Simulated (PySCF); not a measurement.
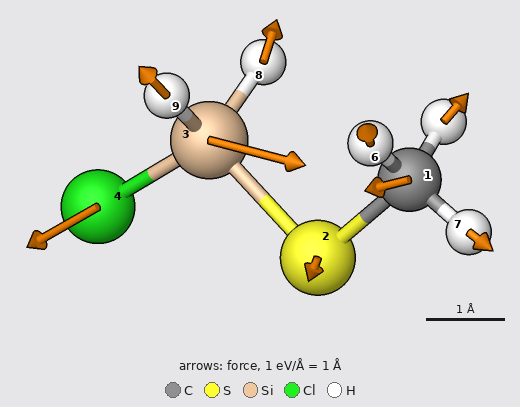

Starting geometry of CH$_{5}$ClSSi with the computed forces as orange arrows. Style: ball-and-stick. Shown at a tilt.

The start comes from GFN2-xTB.

Method: PBE0-D3(BJ)/def2-SVP geometry optimisation, gas phase (PySCF). 

### Is this structure relaxed? If not, where do the atoms go?

It isn't relaxed: the largest force vector, on the Si atom, is 1.48 eV/Å. The final displacements follow the starting forces only in part (cosine between the two patterns 0.78). After 4 geometry steps the energy has fallen by 0.096 eV. The atom that moves furthest after the best rigid fit is an H atom (0.053 Å). By element the largest moves are H 0.053 Å, Si 0.038 Å, Cl 0.038 Å, S 0.031 Å, C 0.016 Å. Near-neighbour distances that change, for instance: Cl–Si 1.999 → 2.061 Å, H–Si 1.457 → 1.491 Å, C–H 1.085 → 1.098 Å, S–Si 2.143 → 2.131 Å. Bond angles that change, for instance: S–Si–H 108.5° → 111.3°. The run took 9.8 s on 1 thread of Intel(R) Xeon(R) 6975P-C, on a shared host.
